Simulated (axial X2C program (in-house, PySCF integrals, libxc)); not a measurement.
**Run report: WSi, relativistic diatomic calculation**

- system: WSi. The reference is closed-shell WSi; the roots are vertical excitation energies. The distance is the PBE0 minimum at charge 0.
- method: EOM-EE-CCSD, two-component X2C with atomic mean-field Coulomb and Gaunt terms, W dyall-acv3z, Si dyall-av3z (cores contracted) (axial X2C program (in-house, PySCF integrals, libxc))

## Summary

```tsv
quantity	value
outcome	converged
HF energy of the reference WSi	−16426.49824 hartree
MP2 energy of the reference WSi	−16426.76563 hartree
CCSD energy of the reference WSi (with the MP2 share of the virtual spinors left out of the coupled-cluster step)	−16426.80675 hartree
CCSD(T) energy of the reference WSi	−16426.82886 hartree
T1 diagnostic (spinor form; for a closed shell √2 times the usual value)	0.198
hardware	1 thread of Arm Neoverse N1, 98 GiB of memory available, shared host
wall time	68 s
peak memory	0.73 GiB
```

## The input
```
{"zs": [74, 14], "q": 0, "bas": ["dyall-acv3z", "dyall-av3z"], "r0": 2.53, "eom": "ee", "thr": -2.0, "nmax": 88}
```

The line is the task of a batch: nuclear charges, charge, bases, a first guess of the distance and further settings. This report covers the levels named above. The log is that of the reference distance 2.308 Å.

The run was one of a batch that the task file lists, launched with:
```bash
python <driver script> task.json out
```

## The program's output
```
two-component X2C + atomic mean field  HF
basis functions 256  fitting functions 1275  grid points 5079
iter        total energy     max residual
   1     -16426.428768106     9.96e-01
   2     -16426.477118076     1.69e-02
   3     -16426.480995792     2.11e-02
   4     -16426.484718308     3.69e-03
   5     -16426.487215181     5.22e-03
   6     -16426.488716804     3.75e-03
   7     -16426.492276189     3.23e-03
   8     -16426.495015632     2.16e-03
   9     -16426.496551175     1.55e-03
  10     -16426.497699537     9.89e-04
  11     -16426.498086776     5.71e-04
  12     -16426.498192584     2.99e-04
  13     -16426.498211212     2.15e-04
  14     -16426.498230262     1.30e-04
  15     -16426.498237368     7.67e-05
  16     -16426.498240670     5.25e-05
  17     -16426.498241736     3.16e-05
  18     -16426.498242279     2.05e-05
  19     -16426.498242548     9.83e-06
  20     -16426.498242602     5.64e-06
  21     -16426.498242614     3.40e-06
  22     -16426.498242620     1.08e-06
  23     -16426.498242621     8.96e-07
  24     -16426.498242621     7.60e-07
converged
one-electron -23010.65711185  Coulomb 6704.41834340  exact exchange -343.74914957  xc functional 0.00000000  nuclear repulsion 237.53361807  atomic mean-field constant -14.04394268
correlated 10  virtual 336  natural virtual 88  E(MP2) -0.267391943  MP2 remainder -0.042063889
iter   CCSD correlation   residual
   1     -0.232341531   2.39e-01
   2     -0.246648845   1.40e-01
   3     -0.257224575   9.05e-02
   4     -0.260044379   5.38e-02
   5     -0.262386448   3.97e-02
   6     -0.264172766   2.86e-02
   7     -0.265069744   2.01e-02
   8     -0.265861504   1.48e-02
   9     -0.266075089   1.10e-02
  10     -0.266468411   7.54e-03
  11     -0.266373268   5.18e-03
  12     -0.266465813   3.74e-03
  13     -0.266475341   2.62e-03
  14     -0.266464305   1.87e-03
  15     -0.266473048   1.27e-03
  16     -0.266471529   8.15e-04
  17     -0.266466176   5.32e-04
  18     -0.266462725   3.70e-04
  19     -0.266451780   2.48e-04
  20     -0.266449917   1.72e-04
  21     -0.266446040   1.28e-04
  22     -0.266444590   8.83e-05
  23     -0.266444380   6.65e-05
  24     -0.266443663   4.87e-05
  25     -0.266443039   3.60e-05
  26     -0.266442384   2.73e-05
  27     -0.266441446   2.01e-05
  28     -0.266441411   1.37e-05
  29     -0.266441089   9.86e-06
  30     -0.266441075   6.40e-06
(T) -0.02211020651339922  T1 0.1979  D1 0.3533  max T2 0.099
EOM-EE-CCSD roots
2*Omega      energy/Eh   energy/eV  one-particle weight
    0       0.00944595      0.2570      0.930
    0       0.03577170      0.9734      0.873
    0       0.04204509      1.1441      0.875
    0       0.04301111      1.1704      0.868
    0       0.06627590      1.8035      0.872
    2      -0.00546053     -0.1486      0.899
    2       0.02938850      0.7997      0.890
    2       0.04423362      1.2037      0.863
    2       0.05053987      1.3753      0.888
    4       0.00413810      0.1126      0.903
    4       0.02872679      0.7817      0.877
    4       0.04173975      1.1358      0.877
    6       0.01999131      0.5440      0.916
```

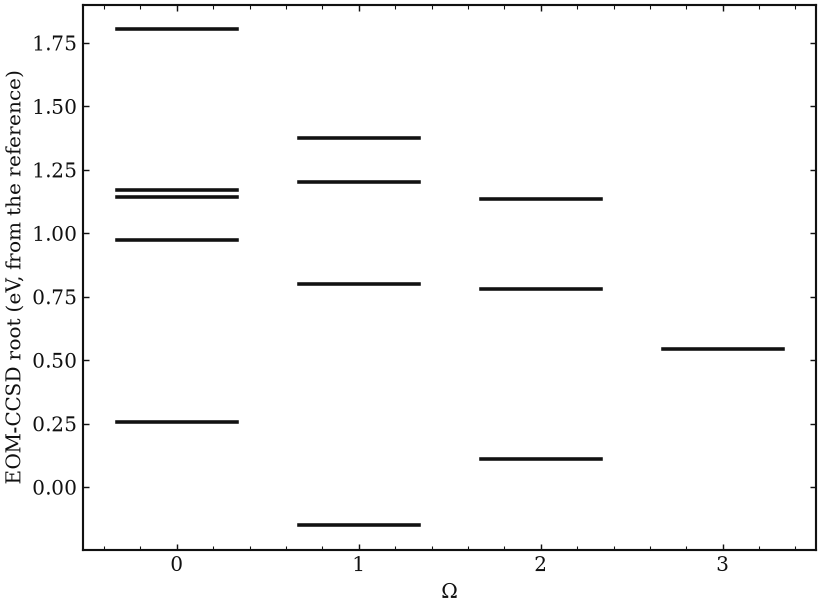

**Figure 1.** EOM-CCSD roots by Ω at 2.31 Å. The lowest has Ω = 1 and lies at −0.149 eV, with one-particle weight 0.90.
